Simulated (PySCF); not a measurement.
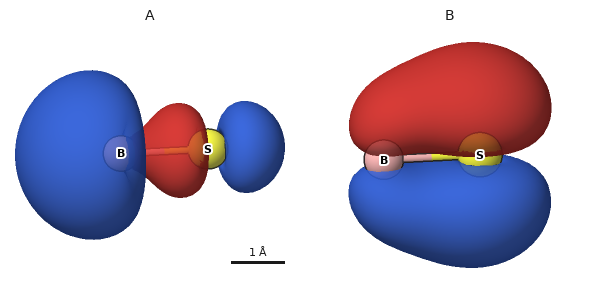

*BS (charge −1). Two frontier orbitals, each drawn at the value that holds 80 % of its norm (red and blue are the two phases), in no order; of a degenerate pair one member is drawn.*

These are results of PySCF, PBE0/aug-cc-pVDZ-DK/X2C, spin-free X2C-1e, Gaussian nucleus, at a bond length of 1.702 Å, not measurements.

Label each orbital by symmetry, say whether it is occupied, and order them by energy.

Answer. Orbital B: π, occupied, −2.24 eV; mainly on S (80 %).
Orbital A: σ, occupied, −0.51 eV; mainly on B (80 %).
